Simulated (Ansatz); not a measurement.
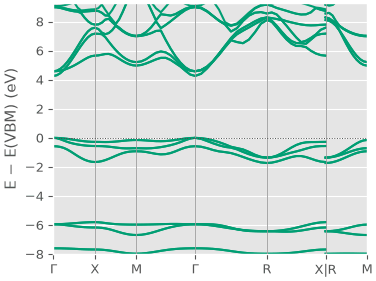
Figure: Band structure from PBEsol with spin–orbit coupling (plane waves, PAW; program Ansatz)

Read off the gap and where the band edges lie.

About 4.3 eV (4.26 eV by a search for the band edges); maximum at Γ, minimum at Γ.

The material is CsBr (CsCl type, Pm-3m).

The cell was relaxed with PBEsol under the symmetry of its start.

Potentials: the later of the program's two PAW sets.
